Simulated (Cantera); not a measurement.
Charge: 1 mol C₂H₂, 0.035 mol NH₃, equilibrated at 16.0 mbar.

Method: chemical equilibrium by Gibbs-energy minimisation in Cantera with the NASA 1993 tables (ideal gas, pure condensed phases). Candidate condensed phases: C, C₆H₆, C₇H₈, C₈H₁₈; 92 gas species. Equilibrium is a limit: real reactors are often held back by kinetics, nucleation or transport.

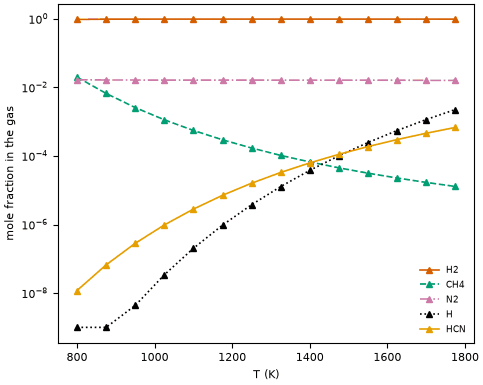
Fig. 1. Equilibrium gas composition (values under 1e-9 drawn at 1e-9)

From 800 K to 1775 K the condensed part is C(graphite). The main C-bearing gas is CH₄ at 800 K and HCN at 1775 K.
